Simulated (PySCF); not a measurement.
C4H11F2NSi

Input file:

```
{"job": {"kind": "nmr", "xc": "PBE0", "basis": "pcSseg-1"}, "charge": 0, "multiplicity": 1}
C      3.222433     0.453265    -0.793320
N      1.983408     0.465762    -0.056871
Si     0.640148    -0.511447    -0.451925
C     -0.626724    -0.101943     0.934630
F     -0.628501     1.252816     1.233914
C     -2.058515    -0.518178     0.611728
C     -2.696837     0.298913    -0.496372
F     -2.018472    -1.852019     0.240727
H      3.011634     0.188412    -1.826095
H      3.934747    -0.276094    -0.394140
H      3.688511     1.439534    -0.772048
H      2.095149     0.824361     0.879178
H      0.184065    -0.102898    -1.783065
H      0.829112    -1.968312    -0.410695
H     -0.325994    -0.599795     1.864735
H     -2.685780    -0.479850     1.514217
H     -3.723799    -0.023090    -0.651031
H     -2.145619     0.172628    -1.422905
H     -2.688772     1.347186    -0.212960
```

Run with:

```sh
OMP_NUM_THREADS=1 python probes_run.py task.json out
```

Geometry: GFN2-xTB.

Theory: PBE0/pcSseg-1, SCF density, gas phase, non-relativistic in PySCF 2.14.0.

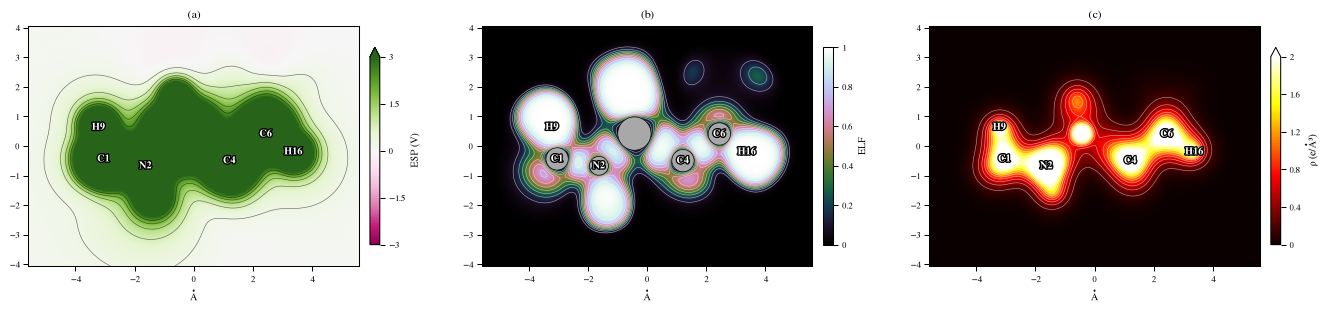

Figure 1. (a) electrostatic potential; (b) ELF; (c) total electron density on the plane of atoms C4, C6 and H16. Grey discs cover the atomic cores in the ELF map.

Q: Describe what can be read from this map.

A:
- The section cuts through C, N and H sites.
- C–N (1.44 Å): the density is about 1.9 e/Å³ at the midpoint; the ELF peaks at about 0.95 between the atoms: a covalent bond.
- C–C (1.53 Å): ρ is about 1.7 e/Å³ halfway; the ELF peaks at about 0.95 between the atoms, as expected for localised, covalent bonding.
- C–H (1.09 Å): ρ at the midpoint is about 2 e/Å³; the ELF climbs to about 1 towards the hydrogen, as it does in any bond to H; a covalent bond by its length.
- The potential has no marked negative region in this plane.

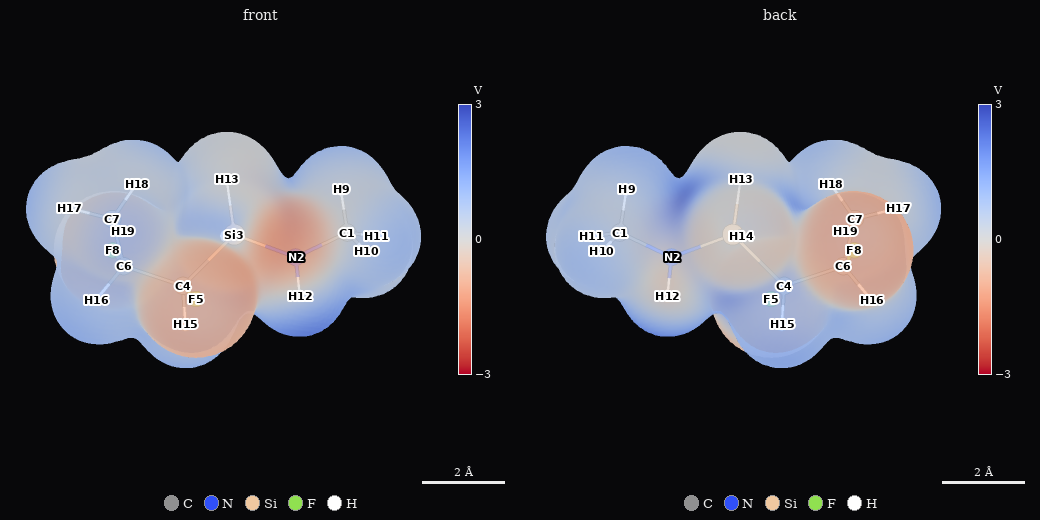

Figure 2. The molecular electrostatic potential painted on the density surface at 0.004 e/bohr³, seen from the front and from behind; the colour scale runs from red (negative) to blue (positive).

Q: Which sites attract a positive test charge, and which a negative one?

A: A positive charge is drawn to the negative regions and a negative charge to the positive ones. The most negative region (about −1.4 V, or −32 kcal/mol for a unit charge) lies over N2, the most positive (about +2.0 V, or +46 kcal/mol for a unit charge) over Si3 and H12. N2 is the likeliest acceptor of a hydrogen bond.

Q: What dipole moment does the calculation give?

A: Its dipole moment is 1.08 D.
